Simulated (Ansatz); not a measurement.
**ClHOSi2: density, localisation and related maps**

```xyz
5

Cl   -1.5446   -1.0153   -1.0784
O    -0.5275    0.9473    1.1496
Si   -1.8605    0.7122    0.0419
Si   -1.7154    0.7113    2.3343
H    -1.8787    1.8540   -0.9085
```

Geometry: B3LYP-D3(BJ)/def2-SVP.

Method: Ansatz 0.2.0, isolated molecule in a Gaussian basis; Kohn-Sham density functional theory, functional PBE0.

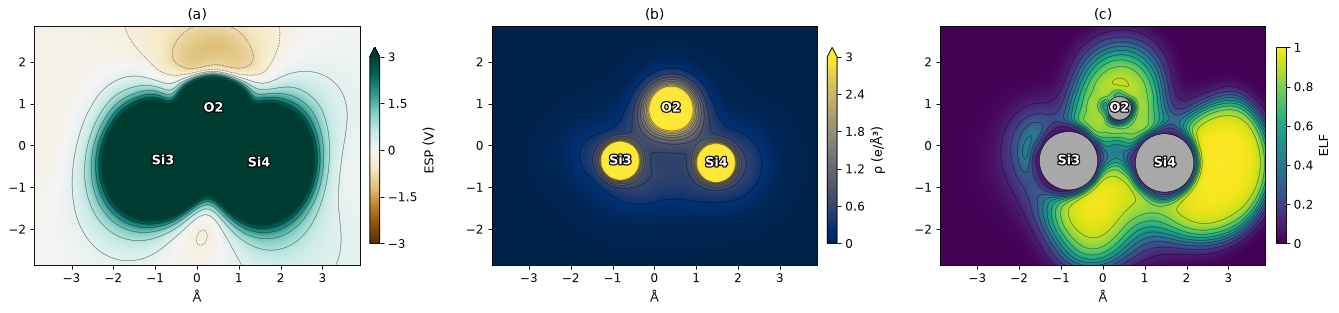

Figure 1. (a) molecular electrostatic potential; (b) electron density; (c) electron localisation function on the plane of atoms Si3, O2 and Si4. Grey discs cover the atomic cores in the ELF map.

What does the map show?

Answer. The section cuts through O and Si sites. Si–O (1.69 Å): ρ at the midpoint is about 1.1 e/Å³; the ELF peaks at about 0.85 between the atoms; a polar covalent bond. Si–Si (2.30 Å): ρ at the midpoint is about 0.53 e/Å³; the ELF reaches about 0.60 near the midpoint. Si–O (1.75 Å): ρ is about 0.97 e/Å³ halfway; the ELF peaks at about 0.85 between the atoms, as expected for a polar covalent bond. The ELF also peaks beside Si4 and O2, away from the bonds: lone-pair regions. Outside the dense part of the molecule the potential is most negative (−1.2 V) near O2.

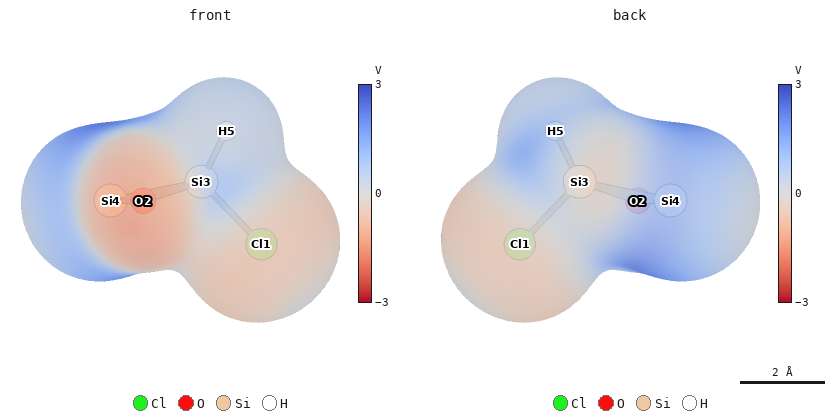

Figure 2. The electrostatic potential painted on the density surface at 0.002 e/bohr³, seen from the front and from behind; red is negative and blue positive.

Where is the surface potential most negative and most positive?

Answer. The most negative region (about −1.2 V) lies over O2, the most positive (about +2.1 V) over Si4. O2 is the likeliest acceptor of a hydrogen bond.

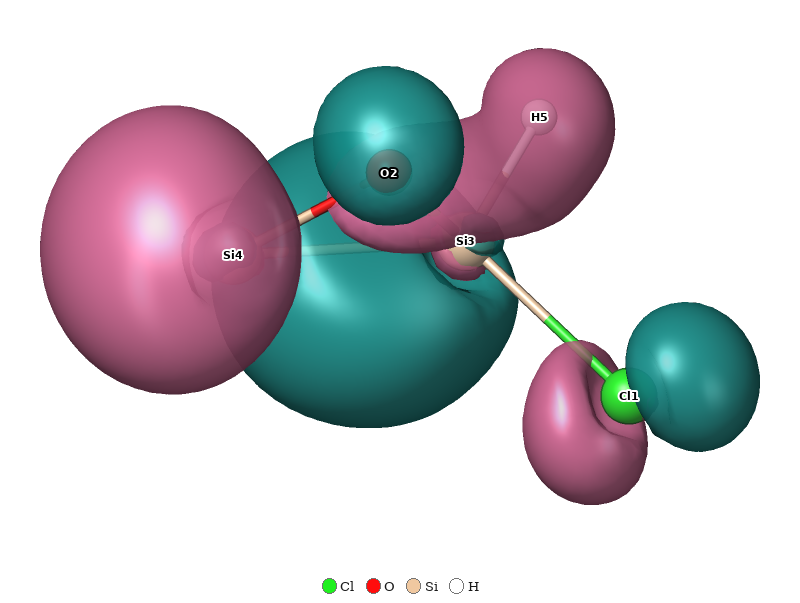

Figure 3. One frontier orbital at ±0.1 Å⁻³ᐟ² (teal and pink are the two phases), seen at a tilt.

Which orbital is it: HOMO or LUMO?

Answer. The HOMO, at −6.52 eV. By Hirshfeld shares it lies mainly on Si4 (about 40 %), Si3 (about 35 %), O2 (about 15 %) and Cl1 (about 10 %).
